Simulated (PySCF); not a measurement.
## A study: B3H6N3, SMILES `B1NBNBN1`

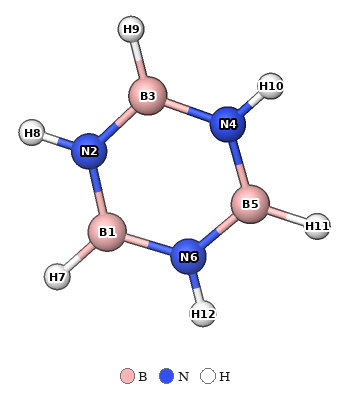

The molecule, with its atoms numbered as below. No frequency check shows the geometry to be a minimum.

Coordinates in Å:

```
B1       1.3861   -0.3849    0.0000
N2       0.3488   -1.3501    0.0000
B3      -1.0264   -1.0079    0.0000
N4      -1.3436    0.3730    0.0000
B5      -0.3597    1.3928    0.0000
N6       0.9949    0.9771    0.0000
H7       2.5185   -0.6993    0.0000
H8       0.6010   -2.3265    0.0000
H9      -1.8648   -1.8314    0.0000
H10     -2.3153    0.6428    0.0000
H11     -0.6536    2.5307    0.0000
H12      1.7143    1.6837    0.0000
```

## 1. Bonding charge

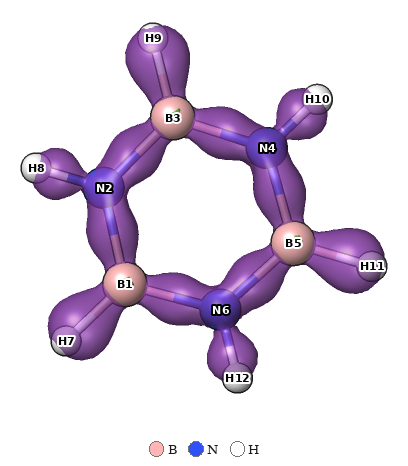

Deformation density (molecule less spherical, spin-averaged free atoms at the same positions), surfaces at ±0.22 e/Å³; purple: gain, green: loss.

PySCF calculation, HF/def2-SVPD, gas phase; geometry: GFN2-xTB.

**Describe the bonding that the map shows.**

N6–H12, N2–H8 and N4–H10: +0.74 e/Å³ at the bond critical point (bond length 1.01 Å). B1–H7, B3–H9 and B5–H11: +0.48 e/Å³ at the bond critical point (bond length 1.18 Å). B3–N4, B1–N2, B5–N6, B1–N6 and 2 more like them: +0.43 e/Å³ at the bond critical point (bond length 1.42 Å). In all, 3.1 electrons gather in the regions of gain relative to the promolecule.

**Where do the Hirshfeld charges lie?**

The highest Hirshfeld charge is on B1, B3 and B5 (+0.22 e), the lowest on N2, N4 and N6 (−0.28 e).

## 2. Bond critical points

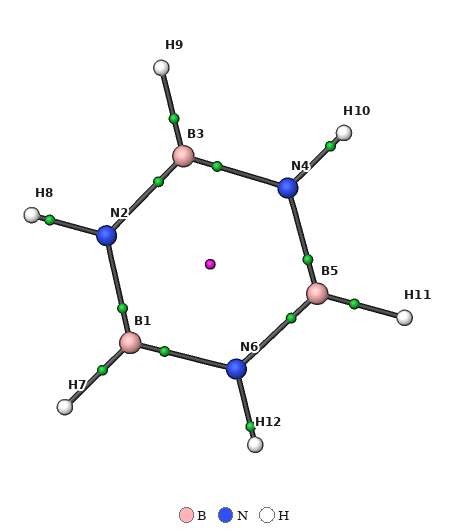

Molecular graph of the electron density (QTAIM): bond paths, bond critical points (green), ring points (magenta, if any); weak paths are dashed.

**How many critical points of each kind are there, and does the count close?**

12 nuclei, 12 bond, 1 ring and 0 cage critical points: 12 − 12 + 1 − 0 = 1, as the Poincaré–Hopf relation requires.

**Tabulate density, Laplacian, ellipticity and energy density at the bond critical points (atomic units).**

```csv
bond,length (Å),ρ (a.u.),∇²ρ (a.u.),ε,H (a.u.)
N6–H12 (3 alike),1.008,0.345,−1.65,0.03,−0.462
B3–N4 (6 alike),1.417,0.205,+0.66,0.05,−0.175
B1–H7 (3 alike),1.175,0.180,−0.09,0.13,−0.188
```

**What kind of interaction is N6–H12?**

Shared-shell (covalent): ρ = 0.345, ∇²ρ = −1.65, H = −0.462 a.u.

## 3. Local ionisation energy

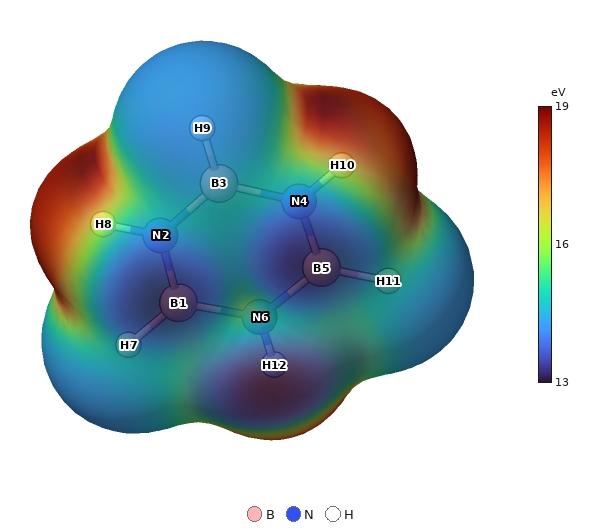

Average local ionisation energy on the surface of electron density 0.001 a.u.

**Where are the most loosely bound electrons on this surface?**

The lowest value is 13.1 eV, off the molecular plane, over N4 (2.0 Å), and at like points elsewhere. For comparison, the highest occupied orbital lies at −11.2 eV.

## 4. In an electric field

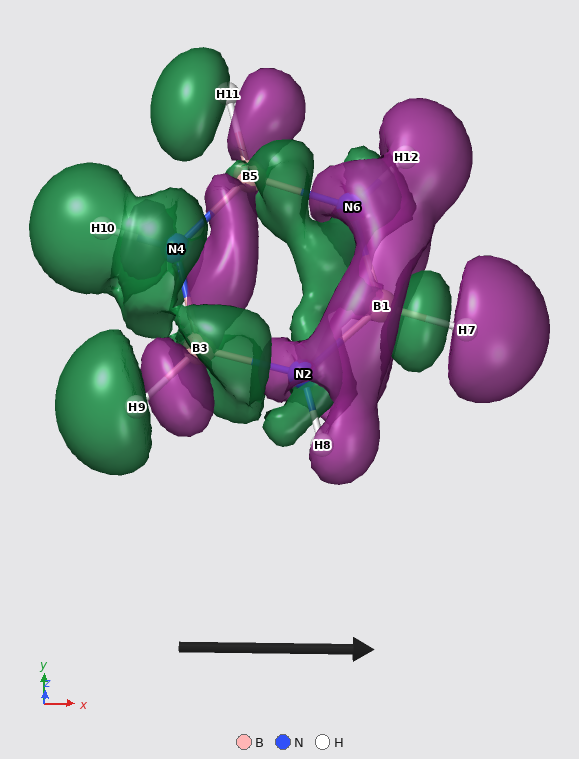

Change of the electron density in a uniform field of 0.51 V/Å along +x (arrow), surfaces at ±0.003 e/Å³ (green: gain, purple: loss).

Method: BLYP/cc-pVDZ; geometry: GFN2-xTB; program: PySCF. A basis without diffuse functions makes polarisabilities too small.

The field was applied in both directions; the picture shows the one opposite to the script's first.

**How large is the response?**

The induced dipole is 1.68 D (along the field); α along this axis, from the fields in both directions, is 66 bohr³ (9.8 Å³).

## 5. Localised orbitals

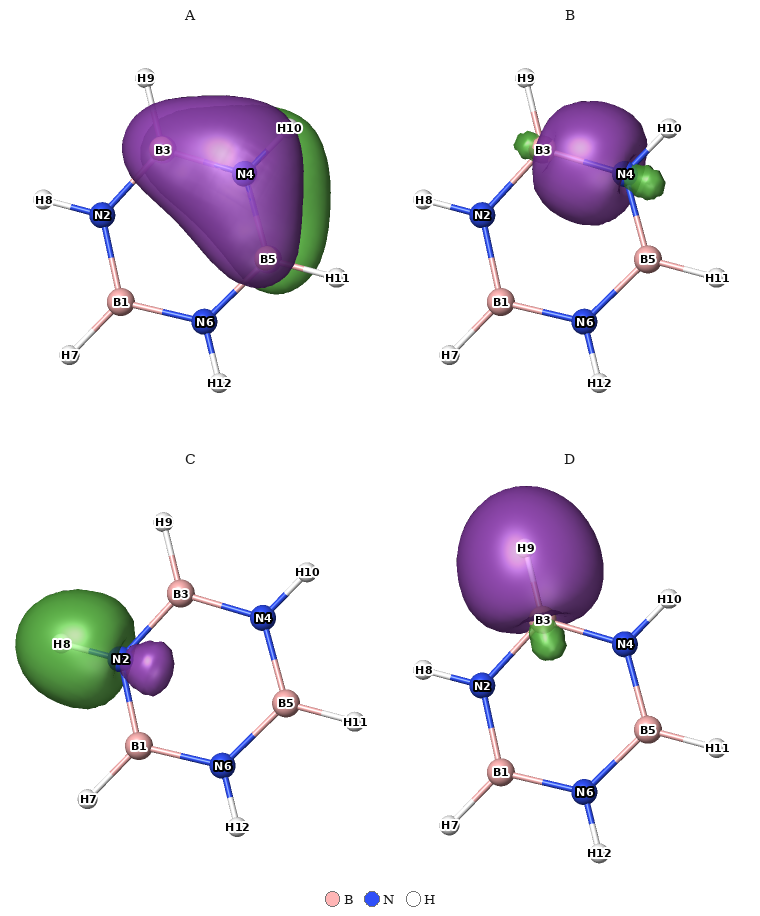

Pipek–Mezey orbitals, occupied; each surface holds about 85 % of the orbital's density. Energies are diagonal elements of the Fock matrix.

PySCF calculation, BLYP/aug-cc-pVDZ, gas phase; geometry: GFN2-xTB.

**Identify each orbital.**

By panel:
- A: p-type lone pair on N4, partly delocalised onto B3 and B5 (N4 73 %, B3 13 %, B5 13 %; −7.5 eV)
- B: σ bond N4–B3 (N4 65 %, B3 34 %; −14.7 eV)
- C: σ bond N2–H8 (N2 61 %, H8 37 %; −14.6 eV)
- D: σ bond H9–B3 (H9 50 %, B3 49 %; −9.4 eV)

## 6. The π system

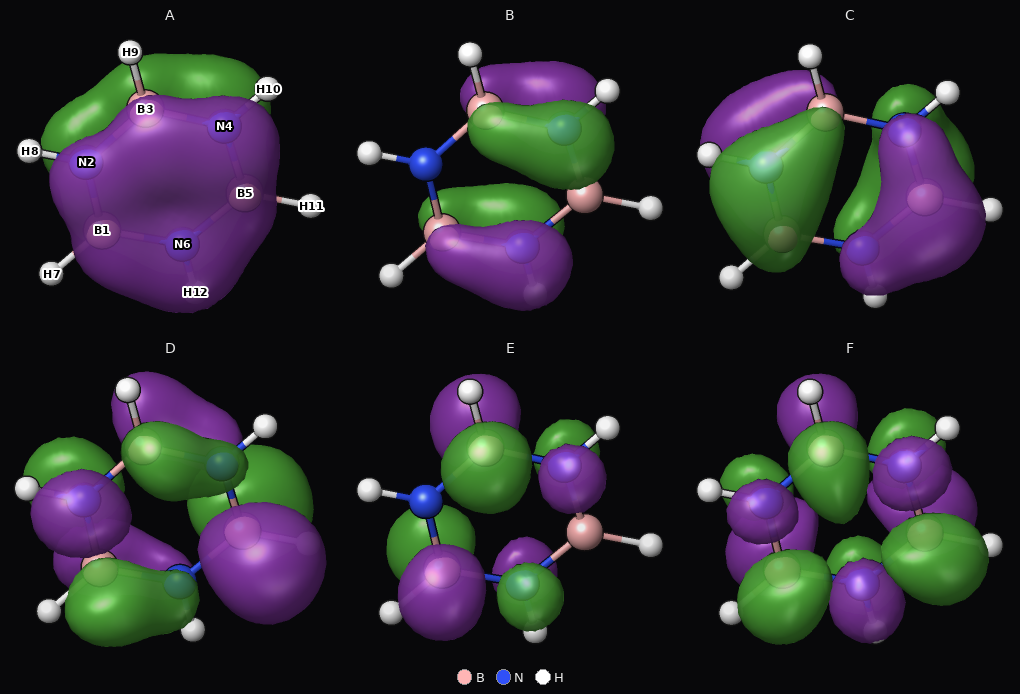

Natural orbitals of the π active space, CASSCF(6,6), triplet state at the geometry of the singlet, in order of falling occupation.

Computed with PySCF, def2-SVP basis, geometry: GFN2-xTB.

**What are the natural occupation numbers?**

A 1.92, B 1.88, C 1.09, D 0.91, E 0.11, F 0.08.

**Where does the lowest triplet lie relative to the singlet, at this geometry and within this active space?**

6.86 eV above it by strongly contracted NEVPT2 (+6.99 eV by CASSCF); a small basis tends to put such gaps a few tenths of an eV too high. This is a vertical energy for π states alone; a state that uses lone pairs or σ orbitals may lie lower.

The PySCF runs shown took 2.9 s, 49 s, 31 s and 83 s on 1 thread of Intel(R) Xeon(R) Platinum 8259CL CPU @ 2.50GHz (Skylake/Cascade Lake), on a shared host.
